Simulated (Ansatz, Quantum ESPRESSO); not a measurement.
# Ca (Fm-3m): electron–phonon coupling with Quantum ESPRESSO, part 2 of 4

Each step names its level of theory.

So far. Step 2 (Relaxing cell and atoms): The largest force is now zero by symmetry and the largest stress component 0.014 GPa. Step 3 (Ground state with pw.x): With these potentials, mesh and smearing the cell is at 0.0060 GPa. The relaxed cell has a = 5.524 Å (conventional setting).

## 4. Phonons and couplings with ph.x: Fermi–Dirac smearing of 0.1 eV

Level of this step: DFT PBE, scalar-relativistic, plane waves, GBRV ultrasoft pseudopotentials (Quantum ESPRESSO).

ph.x gives each mode's frequency and linewidth; λ of a mode follows from Gaussian double-delta sums over the k mesh, here at four widths.

The input, ph.in:

```
phonons and couplings
&INPUTPH
  prefix          = 'x'
  outdir          = './tmp'
  tr2_ph          = 1.0d-15
  fildyn          = 'x.dyn'
  fildvscf        = 'dvscf'
  ldisp           = .true.
  nq1             = 2
  nq2             = 2
  nq3             = 2
  electron_phonon = 'simple'
  el_ph_ngauss    = 0
  el_ph_sigma     = 0.00734986
  el_ph_nsigma    = 4
  alpha_mix(1)    = 0.5
  amass(1)        = 40.078
/
```

Started as:

```bash
$ OMP_NUM_THREADS=1 mpirun -n 4 ph.x -nk 4 -in ph.in > ph.x.log
```

Output:

```text
[banner, memory and clock lines left out]
Program PHONON v.7.5

     ./tmp/x.save/

     IMPORTANT: XC functional enforced from input :
     Exchange-correlation= PBE
                           (   1   4   3   4   0   0   0)
     Any further DFT definition will be discarded
     Please, verify this is what you really want

     G-vector sticks info

     Reading collected, re-writing distributed wavefunctions in ./tmp/

     Dynamical matrices for ( 2, 2, 2)  uniform grid of q-points
     (   3 q-points):
       N         xq(1)         xq(2)         xq(3)
       1   0.000000000   0.000000000   0.000000000
       2  -0.353553391  -0.353553391   0.353553391
       3  -0.707106781   0.000000000   0.000000000

     Number and degeneracy of irreps per q-point
       N         xq(1)         xq(2)         xq(3)   N irreps
       1   0.000000000   0.000000000   0.000000000       1
        3
       2  -0.353553391  -0.353553391   0.353553391       2
        1   2
       3  -0.707106781   0.000000000   0.000000000       2
        1   2

     Saving dvscf to file. Distribute only q points, not irreducible representations.

     Calculation of q =    0.0000000   0.0000000   0.0000000

     phonons and couplings

     bravais-lattice index     =            0
     lattice parameter (alat)  =       7.3816  a.u.
     unit-cell volume          =     284.4017 (a.u.)^3
     number of atoms/cell      =            1
     number of atomic types    =            1
     kinetic-energy cut-off    =      45.0000  Ry
     charge density cut-off    =     360.0000  Ry
     convergence threshold     =      1.0E-15
     beta                      =       0.5000
     number of iterations used =            4
     Exchange-correlation= PBE
                           (   1   4   3   4   0   0   0)

     celldm(1)=    7.38158  celldm(2)=    0.00000  celldm(3)=    0.00000
     celldm(4)=    0.00000  celldm(5)=    0.00000  celldm(6)=    0.00000

     crystal axes: (cart. coord. in units of alat)
               a(1) = (  0.0000  0.7071  0.7071 )
               a(2) = (  0.7071  0.0000  0.7071 )
               a(3) = (  0.7071  0.7071  0.0000 )

     reciprocal axes: (cart. coord. in units 2 pi/alat)
               b(1) = ( -0.7071  0.7071  0.7071 )
               b(2) = (  0.7071 -0.7071  0.7071 )
               b(3) = (  0.7071  0.7071 -0.7071 )

     Atoms inside the unit cell:

     Cartesian axes

     site n.  atom      mass           positions (alat units)
        1  Ca     40.0780   tau(    1) = (    0.00000    0.00000    0.00000  )

     Computing dynamical matrix for
                    q = (   0.0000000   0.0000000   0.0000000 )

     49 Sym.Ops. (with q -> -q+G )

     G cutoff =  496.8678  (  32743 G-vectors)     FFT grid: ( 45, 45, 45)
     G cutoff =  248.4339  (  11575 G-vectors)  smooth grid: ( 32, 32, 32)

     number of k points=    47  Fermi-Dirac smearing, width (Ry)=  0.0073

     PseudoPot. # 1 for Ca read from file:
     ./pseudo/Ca.upf
     Pseudo is Ultrasoft + core correction, Zval = 10.0
     Using radial grid of  845 points,  6 beta functions with:
                l(1) =   0
                l(2) =   0
                l(3) =   1
                l(4) =   1
                l(5) =   2
                l(6) =   2
     Q(r) pseudized with  8 coefficients,  rinner =    1.500   1.500   1.500
                                                       1.500   1.500

     Mode symmetry, O_h (m-3m)  point group:

     Atomic displacements:
     There are    1 irreducible representations

     Representation     1      3 modes -  To be done

     Alpha used in Ewald sum =   2.8000

     Representation #   1 modes #   1   2   3

     Self-consistent Calculation

     Pert. #  1: Fermi energy shift (Ry) =     1.1632E-25     3.7616E-37
     Pert. #  2: Fermi energy shift (Ry) =     2.4126E-25    -1.2539E-37
     Pert. #  3: Fermi energy shift (Ry) =     0.0000E+00    -5.0154E-37

      thresh= 1.000E-02 alpha_mix =  0.500 |ddv_scf|^2 =  7.878E-07

     Pert. #  1: Fermi energy shift (Ry) =     2.1972E-25     1.6837E-40
     Pert. #  2: Fermi energy shift (Ry) =    -8.6165E-27     2.1428E-40
     Pert. #  3: Fermi energy shift (Ry) =    -5.0837E-25    -1.6837E-40

      thresh= 8.876E-05 alpha_mix =  0.500 |ddv_scf|^2 =  4.239E-09

     Pert. #  1: Fermi energy shift (Ry) =    -1.2494E-25     3.8265E-42
     Pert. #  2: Fermi energy shift (Ry) =    -2.1541E-26    -4.2091E-41
     Pert. #  3: Fermi energy shift (Ry) =     2.3695E-26     1.5306E-41

      thresh= 6.511E-06 alpha_mix =  0.500 |ddv_scf|^2 =  7.504E-10

     Pert. #  1: Fermi energy shift (Ry) =    -7.1086E-26    -5.7397E-42
     Pert. #  2: Fermi energy shift (Ry) =     3.4466E-26    -1.1479E-41
     Pert. #  3: Fermi energy shift (Ry) =     9.9089E-26     1.9132E-41

      thresh= 2.739E-06 alpha_mix =  0.500 |ddv_scf|^2 =  9.935E-12

     Pert. #  1: Fermi energy shift (Ry) =     9.4781E-26     6.2180E-42
     Pert. #  2: Fermi energy shift (Ry) =     3.0158E-26     9.5662E-43
     Pert. #  3: Fermi energy shift (Ry) =     7.9702E-26     2.3915E-43

      thresh= 3.152E-07 alpha_mix =  0.500 |ddv_scf|^2 =  2.584E-14

     Pert. #  1: Fermi energy shift (Ry) =     6.8932E-26     1.1958E-42
     Pert. #  2: Fermi energy shift (Ry) =     7.3240E-26     1.7638E-42
     Pert. #  3: Fermi energy shift (Ry) =    -4.5236E-26    -1.4349E-42

      thresh= 1.607E-08 alpha_mix =  0.500 |ddv_scf|^2 =  4.819E-15

     Pert. #  1: Fermi energy shift (Ry) =    -1.5510E-25     1.1958E-42
     Pert. #  2: Fermi energy shift (Ry) =     4.3082E-26     1.7638E-42
     Pert. #  3: Fermi energy shift (Ry) =     1.5079E-26    -1.4349E-42

      thresh= 6.942E-09 alpha_mix =  0.500 |ddv_scf|^2 =  6.375E-18

     End of self-consistent calculation

     Convergence has been achieved

     Number of q in the star =    1
     List of q in the star:
          1   0.000000000   0.000000000   0.000000000

     Diagonalizing the dynamical matrix

     q = (    0.000000000   0.000000000   0.000000000 )

 **************************************************************************
     freq (    1) =       0.024154 [THz] =       0.805688 [cm-1]
     freq (    2) =       0.024154 [THz] =       0.805688 [cm-1]
     freq (    3) =       0.024154 [THz] =       0.805688 [cm-1]
 **************************************************************************

     Mode symmetry, O_h (m-3m)  point group:

     freq (   1-   3) =          0.8  [cm-1]   --> T_1u G_15  G_4- I

     Gaussian Broadening:   0.007 Ry, ngauss=   0
     DOS =  8.677873 states/spin/Ry/Unit Cell at Ef=  5.040417 eV
     double delta at Ef =**********
     lambda(    1)=  0.0000   gamma=    0.03 GHz
[...]
DOS =  8.001597 states/spin/Ry/Unit Cell at Ef=  5.009055 eV
     double delta at Ef =117.797178
[...]
Calculation of q =   -0.7071068   0.0000000   0.0000000

     G-vector sticks info

     Title:
     phonons and couplings

     bravais-lattice index     =            0
     lattice parameter (alat)  =       7.3816  a.u.
     unit-cell volume          =     284.4017 (a.u.)^3
     number of atoms/cell      =            1
     number of atomic types    =            1
     number of electrons       =        10.00
     number of Kohn-Sham states=           12
     kinetic-energy cutoff     =      45.0000  Ry
     charge density cutoff     =     360.0000  Ry
     Exchange-correlation= PBE
                           (   1   4   3   4   0   0   0)

     celldm(1)=   7.381575  celldm(2)=   0.000000  celldm(3)=   0.000000
     celldm(4)=   0.000000  celldm(5)=   0.000000  celldm(6)=   0.000000

     crystal axes: (cart. coord. in units of alat)
               a(1) = (   0.000000   0.707107   0.707107 )
               a(2) = (   0.707107   0.000000   0.707107 )
               a(3) = (   0.707107   0.707107   0.000000 )

     reciprocal axes: (cart. coord. in units 2 pi/alat)
               b(1) = ( -0.707107  0.707107  0.707107 )
               b(2) = (  0.707107 -0.707107  0.707107 )
               b(3) = (  0.707107  0.707107 -0.707107 )

     PseudoPot. # 1 for Ca read from file:
     ./pseudo/Ca.upf
     Pseudo is Ultrasoft + core correction, Zval = 10.0
     Using radial grid of  845 points,  6 beta functions with:
[...]
l(5) =   2
                l(6) =   2
     Q(r) pseudized with  8 coefficients,  rinner =    1.500   1.500   1.500
                                                       1.500   1.500

     atomic species   valence    mass     pseudopotential
     Ca               10.00    40.07800     Ca( 1.00)

     48 Sym. Ops., with inversion, found

   Cartesian axes

     site n.     atom                  positions (alat units)
         1        Ca     tau(   1) = (   0.0000000   0.0000000   0.0000000  )

     number of k points=   204  Fermi-Dirac smearing, width (Ry)=  0.0073

     Number of k-points >= 100: set verbosity='high' to print them.

     Dense  grid:    32743 G-vectors     FFT dimensions: (  45,  45,  45)

     Smooth grid:    11575 G-vectors     FFT dimensions: (  32,  32,  32)

     The potential is recalculated from file :
     ./tmp/_ph0/x.q_3/x.save/charge-density

     Starting wfcs are   10 atomic +    2 random wfcs

     Band Structure Calculation
     Davidson diagonalization with overlap

     ethr =  1.00E-10,  avg # of iterations = 13.6

     End of band structure calculation

     Number of k-points >= 100: set verbosity='high' to print the bands.

     the Fermi energy is     5.0235 ev

     Writing config to output data dir ./tmp/_ph0/x.q_3/x.save/ :
     XML data file

     phonons and couplings

     bravais-lattice index     =            0
     lattice parameter (alat)  =       7.3816  a.u.
     unit-cell volume          =     284.4017 (a.u.)^3
     number of atoms/cell      =            1
     number of atomic types    =            1
     kinetic-energy cut-off    =      45.0000  Ry
     charge density cut-off    =     360.0000  Ry
     convergence threshold     =      1.0E-15
     beta                      =       0.5000
     number of iterations used =            4
     Exchange-correlation= PBE
                           (   1   4   3   4   0   0   0)

     celldm(1)=    7.38158  celldm(2)=    0.00000  celldm(3)=    0.00000
     celldm(4)=    0.00000  celldm(5)=    0.00000  celldm(6)=    0.00000

     crystal axes: (cart. coord. in units of alat)
               a(1) = (  0.0000  0.7071  0.7071 )
               a(2) = (  0.7071  0.0000  0.7071 )
               a(3) = (  0.7071  0.7071  0.0000 )

     reciprocal axes: (cart. coord. in units 2 pi/alat)
               b(1) = ( -0.7071  0.7071  0.7071 )
               b(2) = (  0.7071 -0.7071  0.7071 )
               b(3) = (  0.7071  0.7071 -0.7071 )

     Atoms inside the unit cell:

     Cartesian axes

     site n.  atom      mass           positions (alat units)
        1  Ca     40.0780   tau(    1) = (    0.00000    0.00000    0.00000  )

     Computing dynamical matrix for
                    q = (  -0.7071068   0.0000000   0.0000000 )

     17 Sym.Ops. (with q -> -q+G )

     G cutoff =  496.8678  (  32743 G-vectors)     FFT grid: ( 45, 45, 45)
     G cutoff =  248.4339  (  11575 G-vectors)  smooth grid: ( 32, 32, 32)

     number of k points=   204  Fermi-Dirac smearing, width (Ry)=  0.0073

     PseudoPot. # 1 for Ca read from file:
     ./pseudo/Ca.upf
     Pseudo is Ultrasoft + core correction, Zval = 10.0
     Using radial grid of  845 points,  6 beta functions with:
                l(1) =   0
                l(2) =   0
                l(3) =   1
                l(4) =   1
                l(5) =   2
                l(6) =   2
     Q(r) pseudized with  8 coefficients,  rinner =    1.500   1.500   1.500
                                                       1.500   1.500

     Mode symmetry, D_4h(4/mmm) point group:

     Atomic displacements:
     There are    2 irreducible representations

     Representation     1      1 modes -  To be done

     Representation     2      2 modes -  To be done

     Alpha used in Ewald sum =   2.8000

     Representation #   1 mode #   1

     Self-consistent Calculation

[...]
thresh= 6.577E-08 alpha_mix =  0.500 |ddv_scf|^2 =  5.513E-16

     End of self-consistent calculation

     Convergence has been achieved

     Representation #   2 modes #   2   3

     Self-consistent Calculation

      thresh= 1.000E-02 alpha_mix =  0.500 |ddv_scf|^2 =  2.983E-06

      thresh= 1.727E-04 alpha_mix =  0.500 |ddv_scf|^2 =  9.359E-09

      thresh= 9.674E-06 alpha_mix =  0.500 |ddv_scf|^2 =  1.628E-09

      thresh= 4.035E-06 alpha_mix =  0.500 |ddv_scf|^2 =  1.820E-11

      thresh= 4.266E-07 alpha_mix =  0.500 |ddv_scf|^2 =  1.357E-13

      thresh= 3.684E-08 alpha_mix =  0.500 |ddv_scf|^2 =  2.008E-14

      thresh= 1.417E-08 alpha_mix =  0.500 |ddv_scf|^2 =  4.943E-17

     End of self-consistent calculation

     Convergence has been achieved

     Number of q in the star =    3
     List of q in the star:
          1  -0.707106781  -0.000000000   0.000000000
          2   0.000000000  -0.000000000  -0.707106781
          3  -0.000000000  -0.707106781   0.000000000

     Diagonalizing the dynamical matrix

     q = (   -0.707106781   0.000000000   0.000000000 )

 **************************************************************************
     freq (    1) =       3.828492 [THz] =     127.704755 [cm-1]
     freq (    2) =       3.828492 [THz] =     127.704755 [cm-1]
     freq (    3) =       4.933324 [THz] =     164.557965 [cm-1]
 **************************************************************************

     Mode symmetry, D_4h(4/mmm) point group:

     freq (   1-   2) =        127.7  [cm-1]   --> E_u  X_5' M_5'
     freq (   3-   3) =        164.6  [cm-1]   --> A_2u X_4' M_4'

     Gaussian Broadening:   0.007 Ry, ngauss=   0
     DOS =  8.677927 states/spin/Ry/Unit Cell at Ef=  5.040414 eV
     double delta at Ef =138.169902
[...]
Gaussian Broadening:   0.015 Ry, ngauss=   0
     DOS =  8.391176 states/spin/Ry/Unit Cell at Ef=  5.027016 eV
     double delta at Ef =112.912751
[...]
lambda(    2)=  0.0031   gamma=    0.36 GHz
     lambda(    3)=  0.0108   gamma=    2.10 GHz

     Gaussian Broadening:   0.022 Ry, ngauss=   0
     DOS =  8.011734 states/spin/Ry/Unit Cell at Ef=  5.018984 eV
     double delta at Ef =106.585776
     lambda(    1)=  0.0045   gamma=    0.50 GHz
     lambda(    2)=  0.0045   gamma=    0.50 GHz
     lambda(    3)=  0.0250   gamma=    4.65 GHz

     Gaussian Broadening:   0.029 Ry, ngauss=   0
     DOS =  8.001597 states/spin/Ry/Unit Cell at Ef=  5.009055 eV
     double delta at Ef =104.043645
     lambda(    1)=  0.0063   gamma=    0.71 GHz
     lambda(    2)=  0.0063   gamma=    0.71 GHz
     lambda(    3)=  0.0312   gamma=    5.81 GHz
```

The job ended after 2.2 min (4 MPI ranks of Arm Neoverse N1, shared host; 9 min of CPU time).

Numbers from this step:

```yaml
highest_frequency_solved_or_plainly_interpolated: 164.6 cm⁻¹
omega_log_against_width: 13.2, 14.85, 15.06, 14.21 meV, at widths 0.1 to 0.4 eV
```

As ph.x prints them, no sum rule imposed; at the zone centre the sum is no linewidth. Double-delta sums:

```csv
q1,q2,q3,star,mode,omega (meV),"lambda_q, sigma 0.1 eV","lambda_q, sigma 0.2 eV","lambda_q, sigma 0.3 eV","lambda_q, sigma 0.4 eV",half width at sigma 0.2 (meV)
0,0,0,1,1,0.09989,0,0,0,0,1.65e-4
0,0,0,1,2,0.09989,0,0,0,0,1.65e-4
0,0,0,1,3,0.09989,0,0,0,0,1.65e-4
0,0,-0.5,4,1,9.447,0.0051,0.0199,0.0254,0.0381,0.003433
0,0,-0.5,4,2,9.447,0.0051,0.0199,0.0254,0.0381,0.003433
0,0,-0.5,4,3,19.08,0.0073,0.0603,0.0748,0.0733,0.04251
0,-0.5,-0.5,3,1,15.83,0.0023,0.0031,0.0045,0.0063,0.001489
0,-0.5,-0.5,3,2,15.83,0.0023,0.0031,0.0045,0.0063,0.001489
0,-0.5,-0.5,3,3,20.4,3.00e-4,0.0108,0.025,0.0312,0.008685
```

Mean over the q mesh without its centre; few wavevectors enter, so none of the widths can be taken as converged. Table of coupling constant λ, lambda by Gaussian width:

| Gaussian width (eV) | coupling constant λ, lambda |
| --- | --- |
| 0.100 | 0.0121 |
| 0.200 | 0.0645 |
| 0.300 | 0.0863 |
| 0.400 | 0.104 |

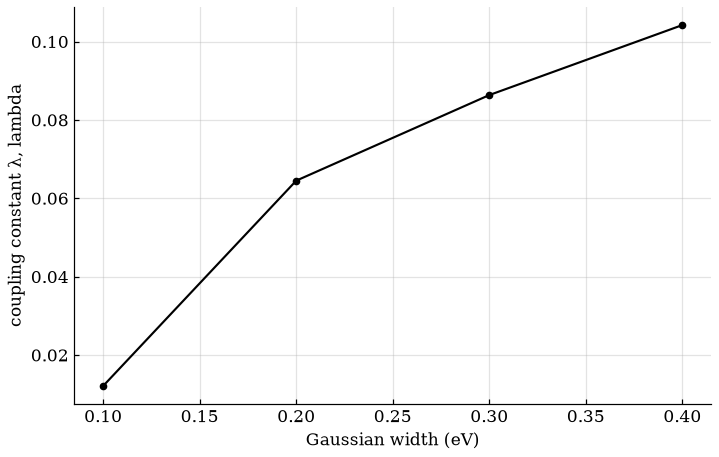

Coupling constant λ, lambda, plotted against Gaussian width.

λ runs from 0.0121 at 0.1 eV to 0.104 at 0.4 eV.

(Continued in part 3 of 4.)

[Logs are printed without paths, hosts, clocks, repeated set-up lines and the standing remarks that a program may print on its own settings, such as how far it seeks lower states.]

[Hosts, paths, dates, database ids (printed as entryN), source tags and the programs' standing remarks are cut or masked in the printed files.]
